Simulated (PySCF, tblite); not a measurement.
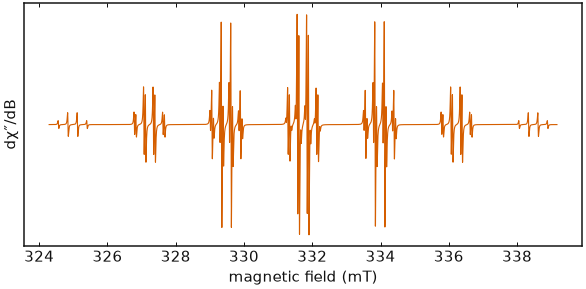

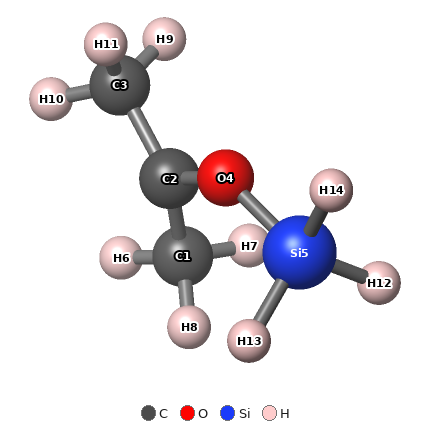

First-order isotropic EPR spectrum (fast tumbling, first derivative) of C₃H₉OSi, SMILES C[C](C)O[SiH3], doublet at 9.30 GHz, Lorentzian lines of 0.03 mT full width at half height, from computed g and hyperfine couplings (B3LYP/pcH-1 in PySCF 2.14.0, at a GFN2-xTB geometry (a minimum by its frequencies), gas phase); values of one conformer, averaged over methyl-type rotors alone; other conformers aren't averaged in; no vibrational averaging; dilute isotopes left out. The SMILES is one Lewis form and needn't show where the spin sits.

Which couplings does the calculation give? The spectrum shows the sizes of those above the line width, not their signs.

Answer.
```
       nuclei  isotope  a (mT)  a (MHz)
   H6, H7, H8       ¹H    2.27     63.8
 H9, H10, H11       ¹H    2.22     62.3
H12, H13, H14       ¹H    0.28      7.9
```

What is the g value, and how wide is the spectrum?

Answer. g_iso = 2.0030, which centres the spectrum at 331.7 mT; it spans 14.3 mT.

Note: the tight-binding geometry is rougher than a DFT one and adds to the error.
